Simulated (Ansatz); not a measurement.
Results of revPBE (Ansatz, a first-principles code, plane waves, PAW) for rutile MnF2.

Settings: plane-wave cutoff 520 eV, 8×8×10 k mesh (along the axes of the cell as run), Fermi–Dirac smearing 0.01 eV, spin-polarised with opposed moments, scalar-relativistic PAW data made under PBE.

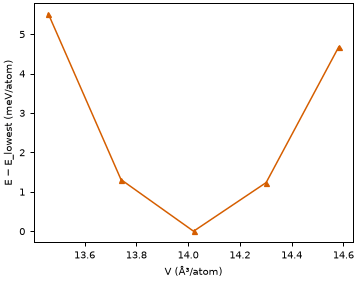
Figure. Total energy against volume

Problem. From the curve, estimate the equilibrium volume and the bulk modulus.

Solution. V0 ≈ 14.0 Å³/atom and B0 ≈ 72 GPa; the fit gives V0 = 14.019 Å³/atom, B0 = 72.3 GPa, B′ = 5.7.

Shape and atoms are relaxed at each volume.

Note: without U or exact exchange, gaps and moments of open d shells tend to come out too small; the bulk modulus comes from volumes at which shape and atoms were relaxed.

Computed values are for the static lattice.

It cost about 30 core-minutes (a rough figure) of CPU time.
